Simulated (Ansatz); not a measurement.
# BrH₂NSi (SMILES N=[SiH]Br): what the fields show

Input

```
crystal:
  periodic: [false, false, false]
  atoms:
    - {symbol: Br, position_ang: [-0.686513, -1.126088, 1.210688]}
    - {symbol: N, position_ang: [0.392416, 0.644787, -1.597166]}
    - {symbol: Si, position_ang: [0.545585, 0.217592, -0.076698]}
    - {symbol: H, position_ang: [1.663315, 0.744107, 0.713621]}
    - {symbol: H, position_ang: [-0.333004, 0.347722, -2.236346]}
basis:
  gaussian:
    orbitals: def2-TZVPD
hamiltonian:
  xc: pbe0
output:
  forces: true
  orbitals: {seedname: orbitals}
```

Command:

```sh
ansatz run input.yaml --threads 2 --pin off --max-ram 4350MiB --events-out events.jsonl --progress --plain --runs-dir runs
```

Geometry: B3LYP-D3(BJ)/6-311G**.

The calculation used isolated molecule in a Gaussian basis; Kohn-Sham density functional theory, functional PBE0 in Ansatz.

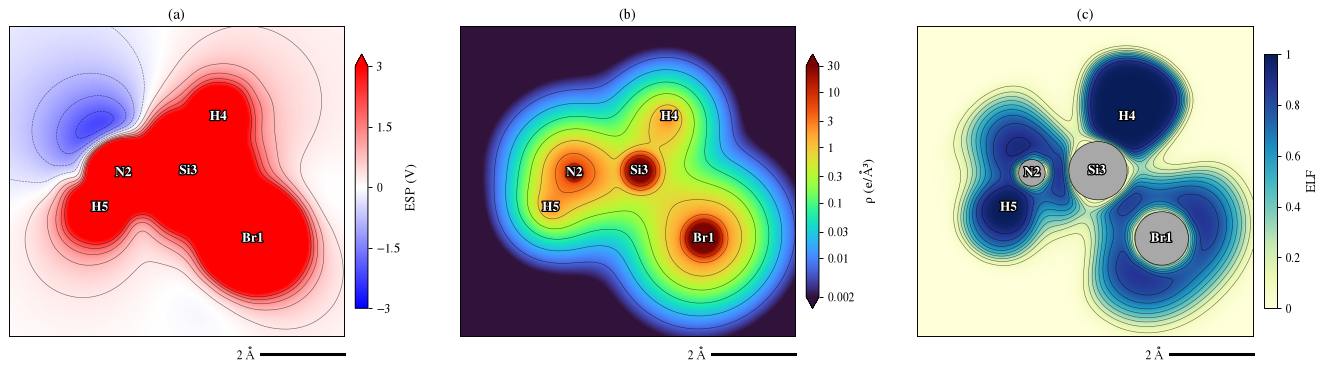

Figure 1. (a) electrostatic potential; (b) electron density; (c) electron localisation function on the molecular plane. Grey discs cover the atomic cores in the ELF map.

### What does the map show?

Atoms in the plane: Br, N, Si and H. Si–N (1.59 Å): ρ at the midpoint is about 1.4 e/Å³; the ELF peaks at about 0.85 between the atoms; a short, strongly polar bond. Si–Br (2.23 Å): ρ at the midpoint is about 0.76 e/Å³; the ELF peaks at about 0.85 between the atoms; a shared but strongly polarised pair. N–H (1.01 Å): ρ is about 2.9 e/Å³ halfway; the ELF climbs to about 1 towards the hydrogen, as it does in any bond to H: an ordinary covalent bond to hydrogen. Si–H (1.47 Å): ρ is about 0.85 e/Å³ halfway; the ELF climbs to about 1 towards the hydrogen. The ELF also peaks beside Br1 and N2, away from the bonds: lone-pair regions. Outside the dense part of the molecule the potential is most negative (−2.2 V) near N2.

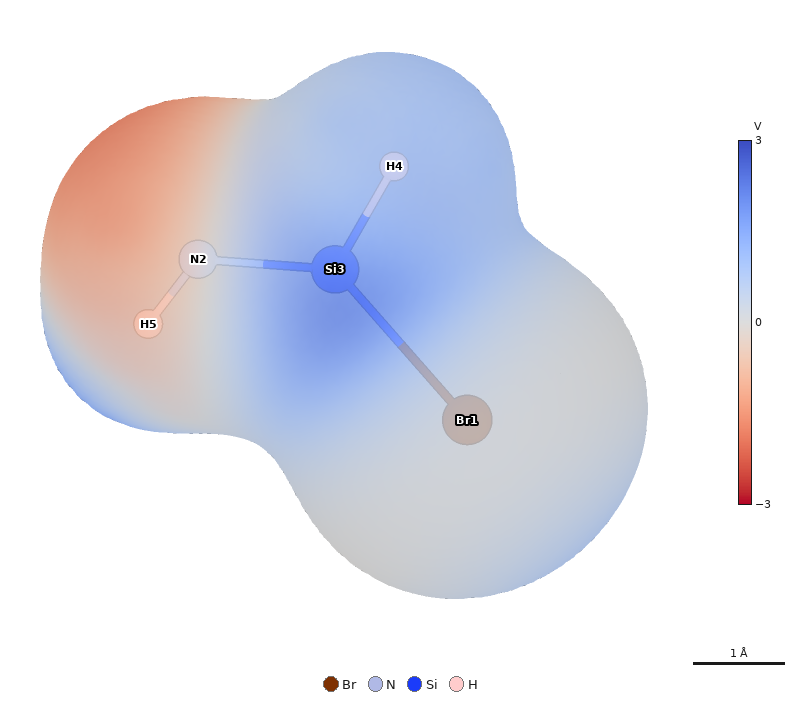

Figure 2. The electrostatic potential painted on the density surface at 0.002 e/bohr³, seen at a tilt; the colour scale runs from red (negative) to blue (positive).

### Which sites attract a positive test charge, and which a negative one?

A positive charge is drawn to the negative regions and a negative charge to the positive ones. The most negative region (about −1.7 V, or −39 kcal/mol for a unit charge) lies over N2, the most positive (about +2.0 V, or +46 kcal/mol for a unit charge) over Si3. Br1 shows a σ-hole: about +0.7 V, or +16 kcal/mol for a unit charge at the tip opposite its bond, against about +0.1 V on its flanks. N2 is the likeliest acceptor of a hydrogen bond.

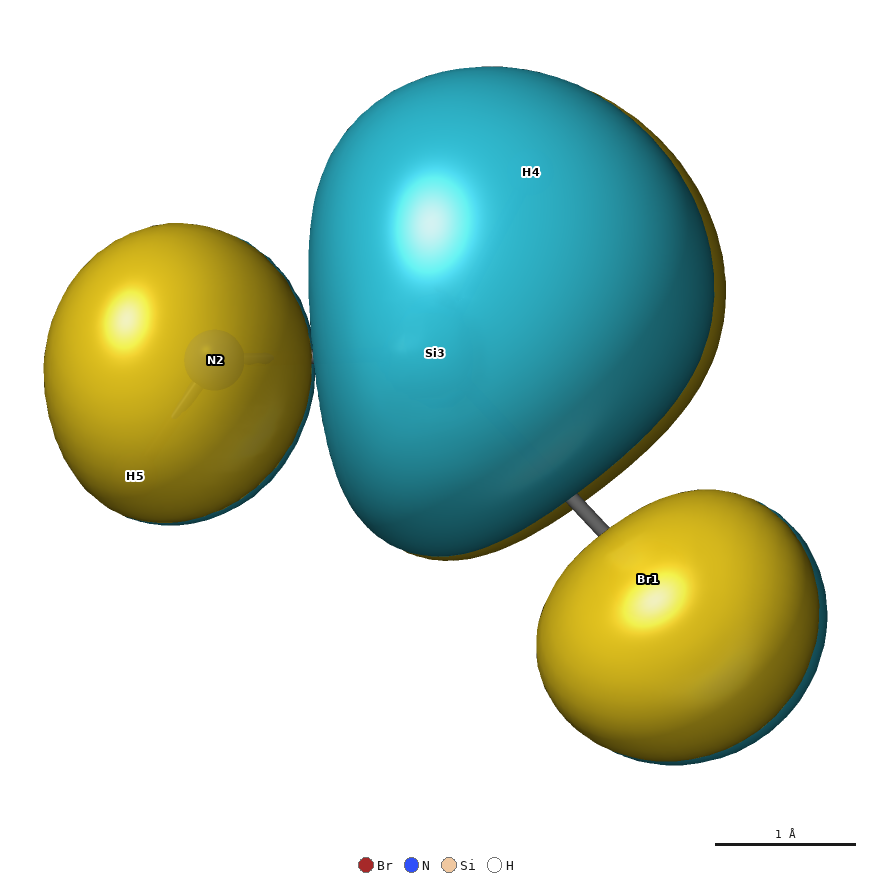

Figure 3. One frontier orbital at ±0.06 Å⁻³ᐟ² (yellow and cyan are the two phases), seen at a tilt.

### Which orbital is it: HOMO or LUMO?

The LUMO, at −1.73 eV. Its weight (Hirshfeld) is mainly on Si3 (about 60 %), N2 (about 20 %), Br1 (about 15 %) and H4 (about 5 %); it changes sign across the molecular plane (π type); π-antibonding (a node) across N2–Si3.
